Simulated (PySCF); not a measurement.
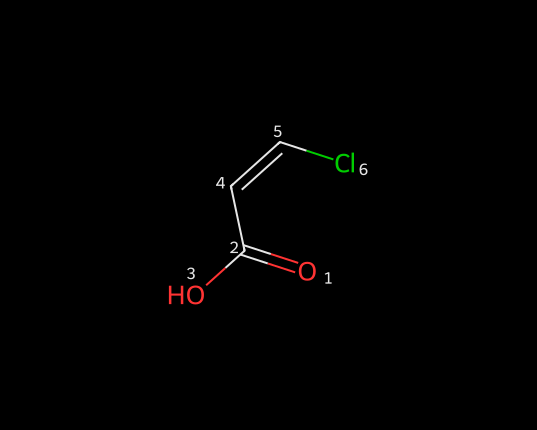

A structural formula, with wedges where it has stereocentres; small numbers name the atoms. The configuration is that of a computed structure (PBE0-D3(BJ)/def2-SVP).

Give the R/S and E/Z labels.

Answer. C4=C5: Z.

Write the isomeric SMILES.

Answer. O=C(O)/C=C\Cl
